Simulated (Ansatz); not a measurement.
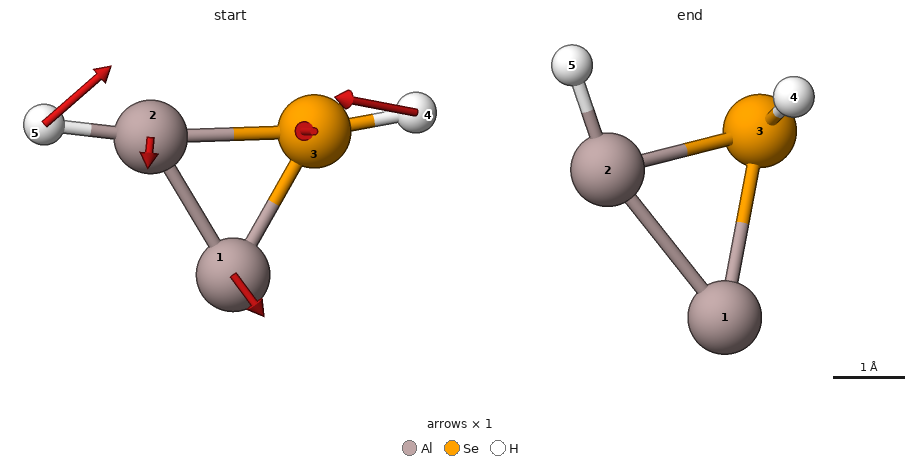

The structure of Al2H2Se before (left) and after (right) a relaxation, at one scale. The red arrows give the displacements, at their true length.

A ball-and-stick model, seen at a tilt.

It is one of the separated reactants of a reaction.

The calculation used RKS PBE-D4/def2-SVP in Ansatz.

The input:
```yaml
crystal:
  periodic: [false, false, false]
  atoms:
    - {symbol: Al, position_ang: [-0.295857, 1.596740, -0.536500]}
    - {symbol: Al, position_ang: [1.109594, 0.056383, 0.553425]}
    - {symbol: Se, position_ang: [-1.001547, -0.640116, -0.357354]}
    - {symbol: H, position_ang: [-2.276105, -1.279253, -0.854451]}
    - {symbol: H, position_ang: [2.523855, 0.296309, 1.218262]}
basis:
  gaussian: {orbitals: def2-SVP}
hamiltonian: {xc: pbe, dispersion: d4}
relax: {f_tol: 0.03, max_steps: 250}
```

Run as
```bash
ansatz run in.yaml --threads 2 --pin off --events-out ev --progress --plain --max-ram 4352MiB
```

Q: What changed between the two?

A: H4 moves most after the best rigid fit: 1.47 Å. Largest moves by element: H 1.47 Å, Se 0.80 Å, Al 0.77 Å. Among the contacts that change: Al1–Se3 2.352 → 2.798 Å, Al1–Al2 2.353 → 2.764 Å, Al2–Se3 2.402 → 2.606 Å, Al2–H5 1.581 → 1.632 Å. Among the angles between lasting bonds that change: Al2–Se3–H4 171.6° → 83.6°, Se3–Al2–H5 171.7° → 101.5°, Al1–Al2–H5 129.0° → 160.9°. Groups turn about Al1–Al2 by about 145°, Al1–Se3 by about 100°. Over 23 accepted moves (24 points after the start) the energy falls by 1.454 eV. The largest force component goes from 2.6 to 0.022 eV/Å. The line search rejected the trial step at point 15 of the run. The forces were under the threshold at step 7, but the run went on from there. Cost: 27 s on 2 threads of Arm Neoverse V2 (shared host).
